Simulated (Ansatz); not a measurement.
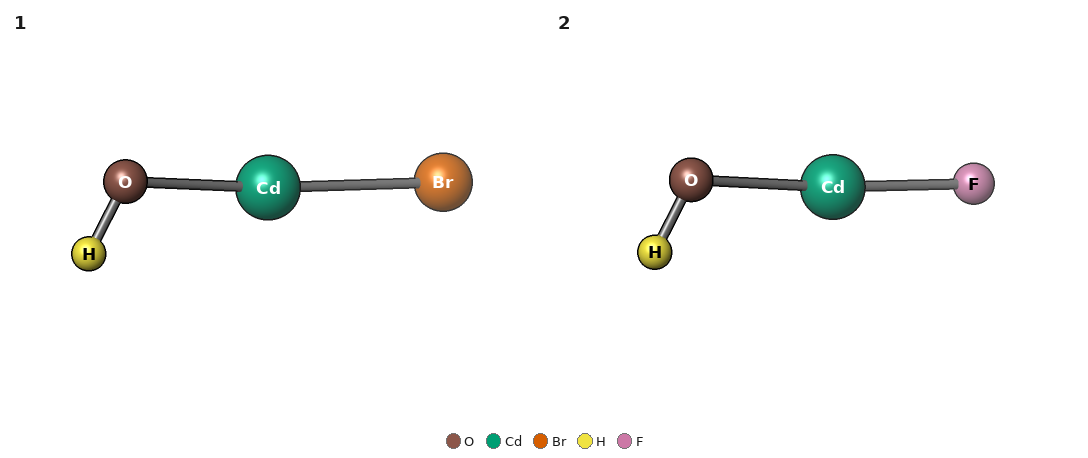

2 molecules with one skeleton, seen from the same side and at one scale. Each species is neutral and a spin singlet. Computed geometries: PBE0-D4/def2-TZVP optimisations, one conformation each. Properties computed with Ansatz 0.2.0. Elements past Kr carry core potentials.

One atom differs, called X below: Br in panel 1, F in panel 2. Their formulas are BrCdHO (`[OH][Cd][Br]`), CdFHO (`[OH][Cd][F]`).

### In which is the harmonic zero-point energy higher (PBE0-D4/def2-TZVP)?

In panel 2 (X = F).

### In which is the HOMO–LUMO gap larger (ωB97M-V/def2-QZVPP)?

In panel 2 (X = F).

Give the values. With PBE0-D4/def2-TZVP: length of X–Cd (Å), angle O–Cd–X (°), harmonic zero-point energy (kJ/mol). With ωB97M-V/def2-QZVPP: HOMO energy (Kohn–Sham orbital) (eV), HOMO–LUMO gap (eV). With r2SCAN-D4/def2-TZVPP: dipole moment (D).

```csv
quantity,1 (Br),2 (F),2 − 1
length of X–Cd (Å),2.395,1.928,−0.467
angle O–Cd–X (°),176.3,176.3,0.0
HOMO energy (Kohn–Sham orbital) (eV),−10.47,−11.01,−0.54
HOMO–LUMO gap (eV),10.15,10.67,+0.52
dipole moment (D),1.63,2.05,+0.42
harmonic zero-point energy (kJ/mol),34.4,37.0,+2.6
```
